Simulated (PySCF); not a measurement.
C₆H₁₀O₂Si, SMILES [SiH3]OCCc1ccco1, singlet at its GFN2-xTB optimised geometry (Å):

```
19

Si    -1.0208    -0.2059     3.1570
O     -1.7335    -1.3619     2.2735
C     -2.0961    -1.3916     0.9300
C     -0.9111    -1.6724    -0.0007
C      0.0739    -0.5533     0.0000
C      1.4373    -0.5533     0.0000
C      1.8355     0.8067     0.0000
C      0.6860     1.5296     0.0015
O     -0.3856     0.7166    -0.0031
H      0.4107    -0.0688     2.8754
H     -1.2707    -0.7565     4.4794
H     -1.6609     1.0941     2.9380
H     -2.8372    -2.1917     0.8194
H     -2.5607    -0.4411     0.6428
H     -0.4045    -2.5849     0.3159
H     -1.3048    -1.8256    -1.0103
H      2.0776    -1.4117     0.0025
H      2.8372     1.1848     0.0013
H      0.4997     2.5849     0.0061
```

Computed with PBE0/def2-SVP run with PySCF. Cells within 0.4 Å of a nucleus heavier than hydrogen are left out (blank, or x).

Map of the HOMO amplitude (bohr^(-3/2)) on the plane z = 1.0 Å; orbital energy -6.42 eV, overall sign arbitrary:

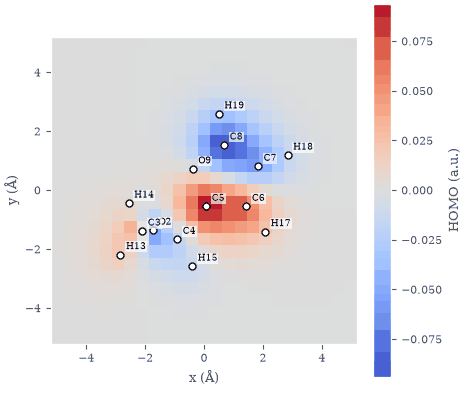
Figure: HOMO amplitude (bohr^(-3/2)) on the plane z = 1.0 Å.
